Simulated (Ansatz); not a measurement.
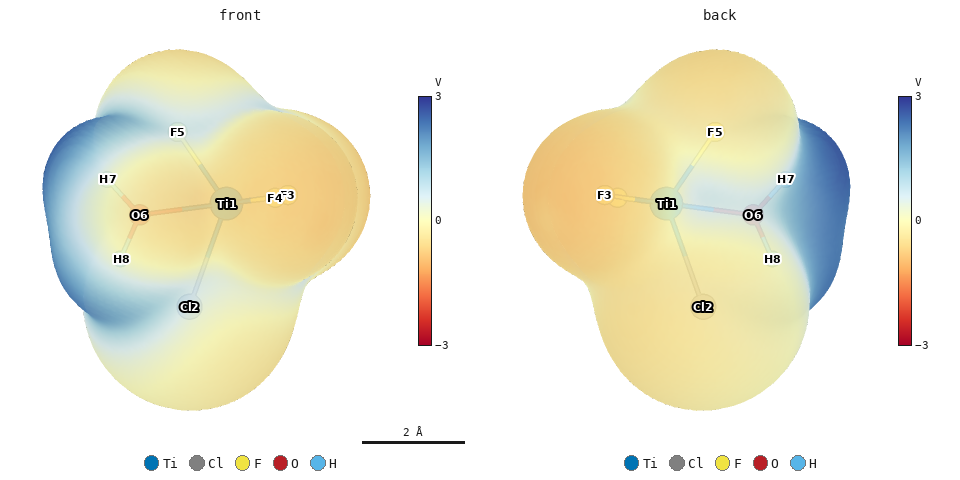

ClF3H2OTi. The electrostatic potential painted on the density surface at 0.001 e/bohr³, seen from the front and from behind; red is negative and blue positive.

The calculation used RKS LDA/def2-SVP (Ansatz 0.2.0).

Input

```
crystal:
  periodic: [false, false, false]
  atoms:
    - { symbol: Ti, position_ang: [0.210373, 0.102348, -0.035492] }
    - { symbol: Cl, position_ang: [0.282454, 0.052667, 2.280792] }
    - { symbol: F, position_ang: [1.820739, -0.114918, -0.563194] }
    - { symbol: F, position_ang: [-0.279883, 1.597645, -0.702375] }
    - { symbol: F, position_ang: [-0.677672, -1.228112, -0.67824] }
    - { symbol: O, position_ang: [-2.717952, -0.007363, 0.967343] }
    - { symbol: H, position_ang: [-2.646061, -0.887847, 0.538079] }
    - { symbol: H, position_ang: [-2.237898, -0.14412, 1.825787] }
basis:
  gaussian: { orbitals: def2-SVP }
hamiltonian:
  xc: lda
relax:
  f_tol: 0.03
  max_steps: 50
output:
  orbitals: {}
```

Run with:

```sh
ansatz run input.yaml --threads 4 --pin off --max-ram 5120MiB --backend cpu --events-out ev --progress --plain --runs-dir out
```

The fields are those of the run's last geometry, not of the input's.

Which sites attract a positive test charge, and which a negative one?

A positive charge is drawn to the negative regions and a negative charge to the positive ones. The most negative region (about −0.9 V, or −21 kcal/mol for a unit charge) lies over F3, the most positive (about +2.6 V, or +60 kcal/mol for a unit charge) over H7.
